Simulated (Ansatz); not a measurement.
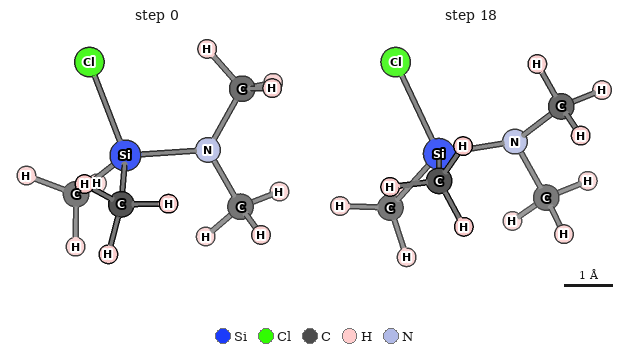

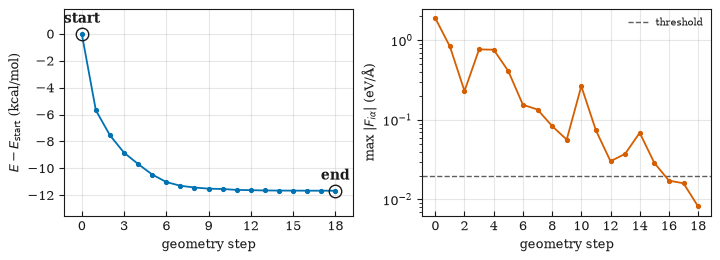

First and last geometry of a relaxation of C₄H₁₂ClNSi, with the history of the run. The picture is a ball-and-stick view, seen from a free direction.

The run prepares the start of a later molecular dynamics calculation, from a guessed geometry.

The calculation used RKS r2SCAN-D4/STO-3G (Ansatz 0.2.0). Settings: no spin polarisation; force threshold 0.02 eV/Å; at most 40 steps.

> Did the run converge, and what did it change?

It converged. The energy falls by 11.7 kcal/mol in 18 geometry steps. Largest force component: 1.9 eV/Å at the start, 0.0082 eV/Å at the end. The atom that moves furthest after the best rigid fit is an H atom (1.28 Å). By element the largest moves are H 1.28 Å, C 0.59 Å, Cl 0.57 Å, N 0.41 Å, Si 0.19 Å. Near-neighbour distances that change, for instance: N–Si 1.819 → 1.759 Å, C–N 1.470 → 1.492 Å, C–H 1.110 → 1.095 Å, Cl–Si 2.130 → 2.121 Å. Bond angles that change, for instance: C–N–C 120.0° → 110.8°, C–Si–N 109.5° → 114.9°, Si–N–C 120.0° → 115.3°. Groups turn about C–Si by about 40°, C–Si by about 20°.

```csv
step,"E − E(0), kcal/mol","largest force component, eV/Å"
0,0.00,1.9017
1,-5.69,0.8376
2,-7.55,0.2309
3,-8.84,0.7700
4,-9.68,0.7633
5,-10.47,0.4110
6,-11.02,0.1551
7,-11.30,0.1350
8,-11.43,0.0839
9,-11.51,0.0566
10,-11.54,0.2656
11,-11.61,0.0740
12,-11.63,0.0303
13,-11.65,0.0374
14,-11.66,0.0690
15,-11.66,0.0289
16,-11.67,0.0173
17,-11.67,0.0160
18,-11.67,0.0082
```

Limits of the set-up: STO-3G is a minimal basis, so the numbers are rough.
